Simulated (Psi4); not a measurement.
# OMP2/def2-TZVP (core potential) run of BaS (SMILES [S][Ba])

Aim: the vertical singlet–triplet gap of BaS at OMP2/def2-TZVP (core potential), from 2 runs. 

The calculation is run with Psi4 1.11.

1 further run of the same task is left out (set aside as unsound or not needed).

## Step 1: The system as given

BaS: 2 atoms, total charge 0, spin state singlet. As SMILES, `[S][Ba]`. Geometry: the measured bond length.

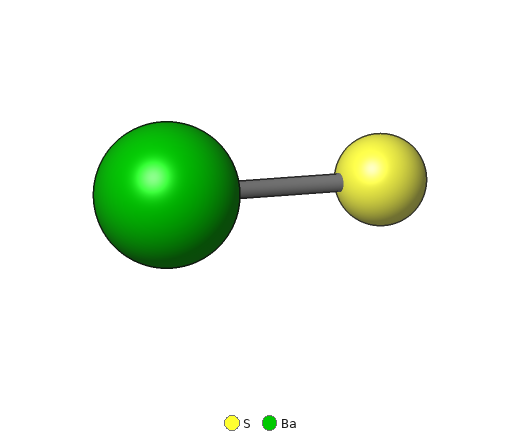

Viewed from a chosen angle; sulfur yellow, barium green.

## Step 2: The energy at OMP2/def2-TZVP (core potential)

File calc.inp:

```
memory 1.6 GB

molecule molecule1 {
  0 1
  S      0.000000     0.000000     0.000000
  Ba     0.000000     0.000000     2.507400
  symmetry c1
}

set basis def2-TZVP
set reference rhf
set puream true
set e_convergence 1e-09
set d_convergence 1e-08
set scf_type pk
set num_frozen_docc 5

result, w = energy("omp2", return_wfn=True)
```

Launch:

```console
$ psi4 -n 1 calc.inp calc.out
```

calc.out:

```text
[...]
    !!!  WARNING: ECP capability is in beta. Please check occupations closely.  !!!
[...]
  Running in c1 symmetry.
[...]
  Nuclear repulsion =   33.767390008454974
[...]
  Multiplicity = 1
[...]
  Nalpha       = 13
  Nbeta        = 13
[...]
    Number of basis functions: 77
[...]
   @RHF iter   1:  -422.47037369539294   -1.73374e-01   6.96799e-03 DIIS/ADIIS
[...]
   @RHF iter  13:  -422.68117407738509   -1.63141e-11   7.40900e-09 DIIS
[...]
    Orbital Energies [Eh]
    ---------------------
    Doubly Occupied:
       1A    -91.788474     2A     -8.794111     3A     -6.474791
       4A     -6.474363     5A     -6.474363     6A     -1.566476
       7A     -0.898747     8A     -0.861206     9A     -0.861206
      10A     -0.693815    11A     -0.245606    12A     -0.245459
      13A     -0.245459
[...]
  @RHF Final Energy:  -422.68117407738509
   => Energetics <=
    Nuclear Repulsion Energy =             33.7673900084549743
    One-Electron Energy =                -661.6489793124537755
    Two-Electron Energy =                 205.2004152266136714
    Total Energy =                       -422.6811740773850943
[...]
 Multipole Moments:
 ------------------------------------------------------------------------------------
     Multipole            Electronic (a.u.)      Nuclear  (a.u.)        Total (a.u.)
 ------------------------------------------------------------------------------------
 L = 1.  Multiply by 2.5417464519 to convert [e a0] to [Debye]
 Dipole X            :         -0.0000000            0.0000000           -0.0000000
 Dipole Y            :          0.0000000            0.0000000            0.0000000
 Dipole Z            :         57.6704639          -52.6265014            5.0439625
 Magnitude           :                                                    5.0439625
[...]
	Warning: cc_lambda option is changed to TRUE
	For this residual convergence, default PCG convergence is:     1.00e-07
[...]
	DF-MP2 Total Energy (a.u.)         :  -423.02333046865323
[...]
	DF-MP2 Total Energy (a.u.)         :  -423.02936097678446
[...]
	DF-OMP2 Total Energy (a.u.)        :  -423.02936097673216
[...]
```

Wall time 16 s (1 thread of Intel Xeon Platinum 8488C (Sapphire Rapids), shared host); peak memory 0.27 GiB.

## Step 3: The triplet, same level

File bas.xyz:

```xyz
2
BaS
S      0.000000     0.000000     0.000000
Ba     0.000000     0.000000     2.507400
```

File run_ase.py:

```python
import numpy as np
from ase.calculators.psi4 import Psi4
from ase.io import read

atoms = read('bas.xyz')
calc = Psi4(atoms=atoms, method='omp2', basis='def2-TZVP', memory='1600MB', num_threads=1, charge=0, multiplicity=3, label='psi4-calc', reference='uhf')
calc.psi4.set_options({'puream': True, 'e_convergence': 1e-09, 'd_convergence': 1e-08, 'scf_type': 'pk', 'num_frozen_docc': 5, 'maxiter': 200})
atoms.calc = calc

print(f'energy: {atoms.get_potential_energy():.6f} eV')
```

Launch:

```console
$ python run_ase.py
```

psi4-calc.dat:

```text
[...]
    !!!  WARNING: ECP capability is in beta. Please check occupations closely.  !!!
[...]
  Running in c1 symmetry.
[...]
  Nuclear repulsion =   33.767390008454974
[...]
  Multiplicity = 3
[...]
  Nalpha       = 14
  Nbeta        = 12
[...]
    Number of basis functions: 77
[...]
   @UHF iter   1:  -422.57886099141285   -2.81862e-01   4.44359e-03 ADIIS/DIIS
[...]
   @UHF iter  14:  -422.65789505422418   -2.84217e-12   5.99710e-09 DIIS
[...]
   @S^2 Observed:                2.013547697E+00
[...]
    Orbital Energies [Eh]
    ---------------------
    Alpha Occupied:
       1A    -91.918667     2A     -8.926136     3A     -6.622281
       4A     -6.602664     5A     -6.602664     6A     -1.620522
       7A     -0.997510     8A     -0.902503     9A     -0.902503
      10A     -0.826956    11A     -0.425475    12A     -0.366205
      13A     -0.366205    14A     -0.168019
    Alpha Virtual:
      15A      0.006354    16A      0.006354    17A      0.020357
      18A      0.049673    19A      0.049673    20A      0.070404
      21A      0.072561    22A      0.072561    23A      0.089394
      24A      0.109216    25A      0.109216    26A      0.147526
[...]
  @UHF Final Energy:  -422.65789505422418
   => Energetics <=
    Nuclear Repulsion Energy =             33.7673900084549743
    One-Electron Energy =                -659.2181242725839638
    Two-Electron Energy =                 202.7928392099047983
    Total Energy =                       -422.6578950542241842
  UHF NO Occupations:
  HONO-2 :   12  A 1.9946770
  HONO-1 :   13  A 1.0000000
[...]
 Multipole Moments:
 ------------------------------------------------------------------------------------
     Multipole            Electronic (a.u.)      Nuclear  (a.u.)        Total (a.u.)
 ------------------------------------------------------------------------------------
 L = 1.  Multiply by 2.5417464519 to convert [e a0] to [Debye]
 Dipole X            :          0.0000028            0.0000000            0.0000028
 Dipole Y            :         -0.0000015            0.0000000           -0.0000015
 Dipole Z            :         53.6718760          -52.6265014            1.0453747
 Magnitude           :                                                    1.0453747
[...]
	Warning: cc_lambda option is changed to TRUE
	For this residual convergence, default PCG convergence is:     1.00e-07
[...]
	DF-SCS-MP2 Total Energy (a.u.)     :  -422.94984348661211
	DF-SOS-MP2 Total Energy (a.u.)     :  -422.94547129352475
[...]
	DF-SCS-OMP2 Total Energy (a.u.)    :  -422.95271354923358
	DF-SOS-OMP2 Total Energy (a.u.)    :  -422.92549775189400
	DF-SCS(N)-OMP2 Total Energy (a.u.) :  -422.79846216749280
[...]
	DF-OMP2 Total Energy (a.u.)        :  -422.96202264484089
[...]
```

On the terminal:

```text
Memory set to   1.490 GiB by Python driver.
  Threads set to 1 by Python driver.

  Memory set to   1.490 GiB by Python driver.
  Threads set to 1 by Python driver.
energy: -11509.382872 eV
```

Wall time 31 s (1 thread of Intel Xeon Platinum 8488C (Sapphire Rapids), shared host); peak memory 0.29 GiB.

## Step 4: Results

At OMP2/def2-TZVP (core potential), 5 core orbitals frozen:

| quantity | value |
| --- | --- |
| singlet: total energy | -423.02936 Eh |
| singlet: HOMO energy (Hartree–Fock orbitals) | -6.68 eV |
| singlet: LUMO energy (Hartree–Fock orbitals) | -0.44 eV |
| singlet: HOMO–LUMO gap (Hartree–Fock orbitals) | 6.24 eV |
| singlet: correlation energy (5 core orbitals frozen) | -348.2 mEh |
| triplet: total energy | -422.96202 Eh |
| triplet: HOMO energy (Hartree–Fock orbitals) (highest over α and β) | -4.57 eV |
| triplet: LUMO energy (Hartree–Fock orbitals) (lowest over α and β) | 0.01 eV |
| triplet: correlation energy (5 core orbitals frozen) | -304.1 mEh |
| triplet: ⟨S²⟩ of the reference determinant | 2.014 |
| vertical energy of the triplet above the singlet | 1.832 eV |

In words: At this shape the triplet lies 1.83 eV (177 kJ/mol) above the singlet.
